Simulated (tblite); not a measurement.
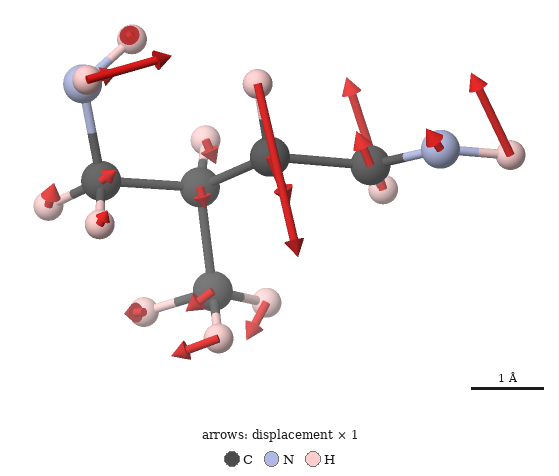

This is a relaxation of C₅H₁₁N₂ (multiplicity 2). The starting structure is drawn; red arrows show the displacements, at their true length. The two geometries are superimposed by the best rigid fit.

Style: ball-and-stick. Shown at a tilt.

Theory: GFN2-xTB geometry optimisation, gas phase in tblite 0.8.0. 

Which element moves most?

Hydrogen: up to 2.51 Å, against 0.76 Å for carbon.

What happened in the run?

The atom that moves furthest after the best rigid fit is an H atom (2.51 Å). Largest moves by element: H 2.51 Å, C 0.76 Å, N 0.54 Å. Some distances before and after: C–C 1.476 → 1.390 Å, C–C 1.511 → 1.570 Å, C–C 1.505 → 1.473 Å, C–H 1.122 → 1.092 Å. Bond angles that change, for instance: C–C–C 114.2° → 124.0°, C–C–H 108.2° → 117.6°, C–N–H 123.1° → 114.2°. Groups turn about C–N by about 45°. After 172 geometry steps the energy has fallen by 122.8 kJ/mol.
